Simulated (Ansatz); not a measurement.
| atom | x (Å) | y (Å) | z (Å) |
| --- | --- | --- | --- |
| Al | 0.0410 | 1.0780 | 0.6398 |
| O | 0.0577 | -0.3918 | -0.5840 |
| C | -0.7423 | -1.6316 | -0.4121 |
| F | -1.0743 | 2.2470 | 0.0689 |
| F | -0.5558 | 0.1674 | 1.9714 |
| H | 0.6566 | -0.3803 | -1.3514 |
| S | 2.2425 | 1.6209 | 0.4346 |
| H | -1.5040 | -1.6740 | -1.1913 |
| H | -1.1801 | -1.5319 | 0.5786 |
| H | -0.0708 | -2.4900 | -0.4537 |
| H | 2.1297 | 2.9863 | 0.2990 |

The calculation used Ansatz 0.2.0, UKS B3LYP/6-31G.

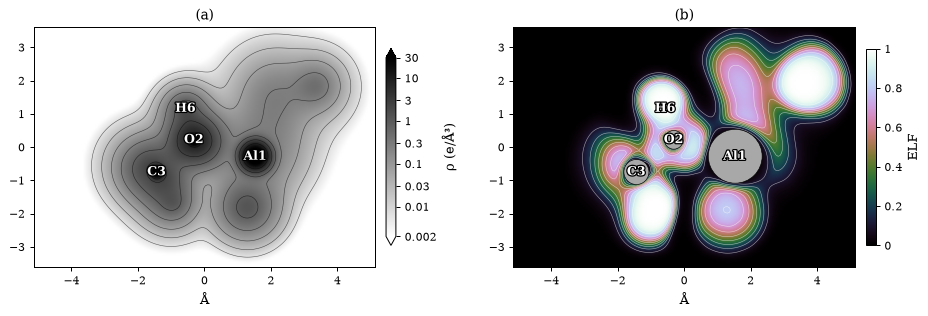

CH₅AlF₂OS. (a) electron density; (b) electron localisation function on the plane of atoms Al1, O2 and H6. Grey discs cover the atomic cores in the ELF map.

Question: Interpret the plot.

Answer: Atoms in the plane: Al, O, C and H.
C–O (1.49 Å): the density is about 1.5 e/Å³ at the midpoint, with its minimum of 1.3 e/Å³ about 0.5 Å from C; the ELF peaks at about 0.85 between the atoms (a shared but strongly polarised pair).
Al–O (1.91 Å): the density is about 0.46 e/Å³ at the midpoint; the ELF peaks at about 0.90 in the valence shell of O, 0.6 Å from its nucleus, and is about 0.35 at the midpoint.
O–H (0.97 Å): ρ at the midpoint is about 3.5 e/Å³; the ELF climbs to about 1 towards the hydrogen, as it does in any bond to H; an ordinary covalent bond to hydrogen.
The ELF also peaks beside F5, away from the bonds: lone-pair regions.
